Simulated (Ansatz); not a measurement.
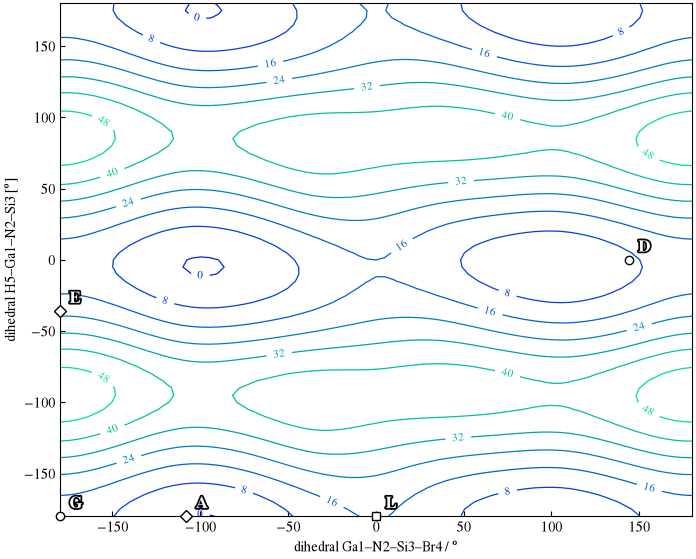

BrGaH₅NSi, SMILES [GaH2][NH][SiH2]Br. 
- The first coordinate is: dihedral Ga1–N2–Si3–Br4; the second: dihedral H5–Ga1–N2–Si3.
- Nothing is relaxed (all other coordinates rigid).
- The scan uses a 10 × 10 grid.
- Points are written as (first, second).
- All energies are given in kJ/mol relative to the lowest grid point.
- Method: RHF/def2-SVP in Ansatz.

Drawn: contour lines labelled in kJ/mol, lettered points. Between grid points the surface is interpolated.

### Is L the lowest point of the computed grid?

No. L lies 16.4 kJ/mol above the lowest grid point, which is at (−108°, 0°).

### Rank the lettered points by energy, lowest first.

A (0.11 kJ/mol), D (6.7 kJ/mol), G (11.9 kJ/mol), L (16.4 kJ/mol), E (21.9 kJ/mol).
